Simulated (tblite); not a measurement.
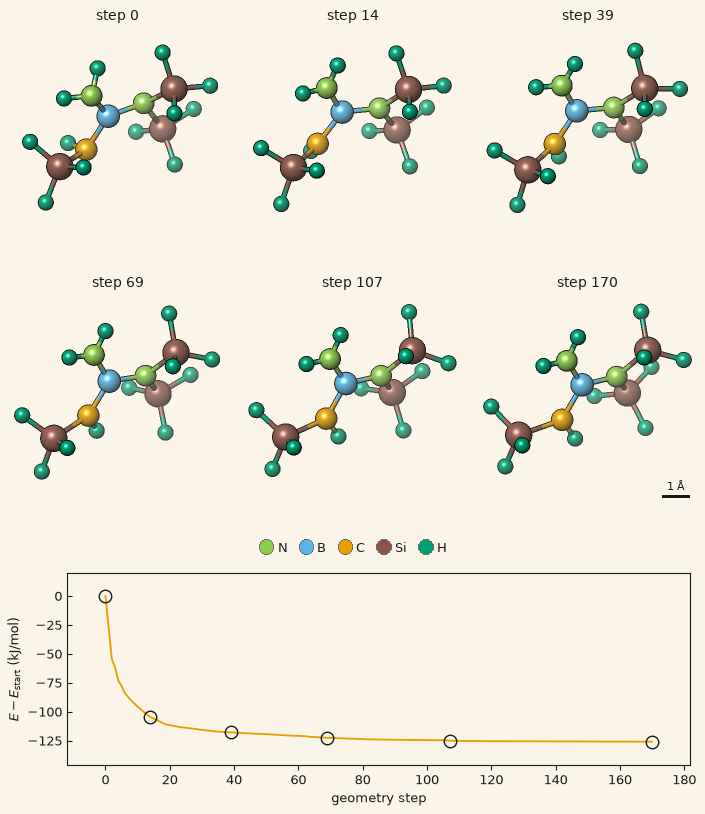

Frames of a relaxation of CH12BN2Si3 (multiplicity 2), marked on the history of the run. A ball-and-stick model, seen from a free direction.

The calculation used GFN2-xTB geometry optimisation, gas phase (tblite 0.8.0). 

> Describe the path.

Over 170 geometry steps the energy falls by 125.8 kJ/mol. The atom that moves furthest after the best rigid fit is an H atom (1.88 Å). By element the largest moves are H 1.88 Å, C 0.58 Å, Si 0.48 Å, B 0.36 Å, N 0.35 Å. Near-neighbour distances that change, for instance: B–N 1.533 → 1.406 Å, H–N 1.064 → 1.004 Å, B–C 1.580 → 1.532 Å, B–N 1.497 → 1.455 Å. Bond angles that change, for instance: B–C–Si 105.9° → 127.2°, B–N–H 104.6° → 123.8°, B–N–H 113.6° → 122.4°. From step 0 to 14: N and H atoms move most (0.43 Å), energy −104.6 kJ/mol. From step 14 to 39: an H atom moves most (0.54 Å), energy −13.3 kJ/mol. From step 39 to 69: an H atom moves most (0.49 Å), energy −4.63 kJ/mol. From step 69 to 107: an H atom moves most (0.44 Å), energy −2.42 kJ/mol. From step 107 to 170: an H atom moves most (0.33 Å), energy −0.88 kJ/mol.

| step | E − E(0), kJ/mol |
| --- | --- |
| 0 | 0.00 |
| 1 | -27.52 |
| 2 | -54.59 |
| 3 | -61.78 |
| 4 | -72.97 |
| 5 | -77.70 |
| 6 | -83.69 |
| 7 | -87.06 |
| 8 | -90.24 |
| 9 | -92.92 |
| 10 | -95.53 |
| 18 | -110.05 |
| 27 | -114.49 |
| 35 | -117.12 |
| 44 | -118.59 |
| 52 | -119.64 |
| 61 | -120.90 |
| 69 | -122.51 |
| 77 | -123.35 |
| 86 | -124.03 |
| 94 | -124.24 |
| 103 | -124.48 |
| 111 | -125.17 |
| 119 | -125.40 |
| 128 | -125.50 |
| 136 | -125.54 |
| 145 | -125.59 |
| 153 | -125.73 |
| 162 | -125.79 |
| 170 | -125.82 |
